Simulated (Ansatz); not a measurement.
System: C$_{2}$H$_{10}$SiSn (SMILES C[SiH](C)[SnH3]).

```yaml
atoms:
  - { symbol: C, position_ang: [-1.1475, -0.4074, -1.1641] }
  - { symbol: C, position_ang: [1.4320, -1.2077, 0.3648] }
  - { symbol: Si, position_ang: [-0.2608, -0.3891, 0.4994] }
  - { symbol: Sn, position_ang: [-0.0074, 2.0303, 1.3383] }
  - { symbol: H, position_ang: [-1.2712, -1.4420, -1.5224] }
  - { symbol: H, position_ang: [-0.5735, 0.1496, -1.9208] }
  - { symbol: H, position_ang: [-2.1461, 0.0490, -1.0893] }
  - { symbol: H, position_ang: [-1.0879, -1.1321, 1.5058] }
  - { symbol: H, position_ang: [1.9475, -1.2212, 1.3371] }
  - { symbol: H, position_ang: [2.0714, -0.6707, -0.3529] }
  - { symbol: H, position_ang: [1.3292, -2.2487, 0.0186] }
  - { symbol: H, position_ang: [0.9361, 2.9670, 0.2474] }
  - { symbol: H, position_ang: [-1.5265, 2.8166, 1.4964] }
  - { symbol: H, position_ang: [0.7707, 2.1005, 2.8682] }
```

Geometry: PBE0-D3(BJ)/def2-SVP; core potentials replace the inner electrons of Sn.

These are results of isolated molecule in a Gaussian basis; Kohn-Sham density functional theory, functional PBE0 (Ansatz), not measurements.

### What can the converged electron density and electron localisation function tell about the bonding?

C–Si (1.89 Å): ρ at the midpoint is about 0.94 e/Å³; the ELF peaks at about 0.95 between the atoms: a covalent bond.
Si–Sn (2.57 Å): ρ at the midpoint is about 0.51 e/Å³; the ELF peaks at about 0.95 between the atoms: localised, covalent bonding.
C–H (1.10 Å): ρ at the midpoint is about 1.9 e/Å³; the ELF climbs to about 1 towards the hydrogen, as it does in any bond to H (an ordinary covalent bond to hydrogen).
Sn–H (1.72 Å): ρ is about 1.1 e/Å³ halfway; the ELF climbs to about 1 towards the hydrogen.

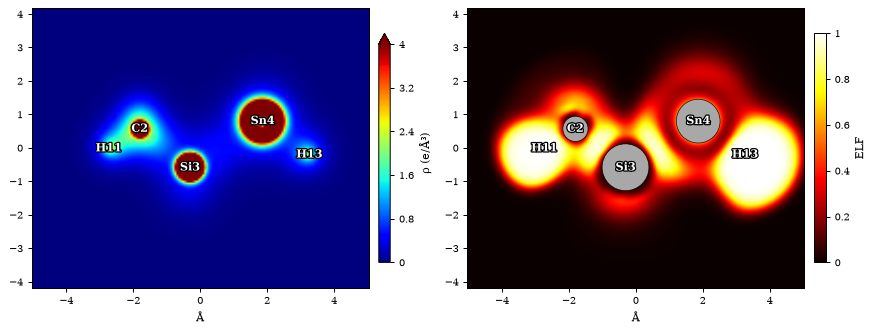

Computed electron density and electron localisation function on the plane of atoms Si3, Sn4 and H13, in this order. Grey discs cover the atomic cores in the ELF map. 
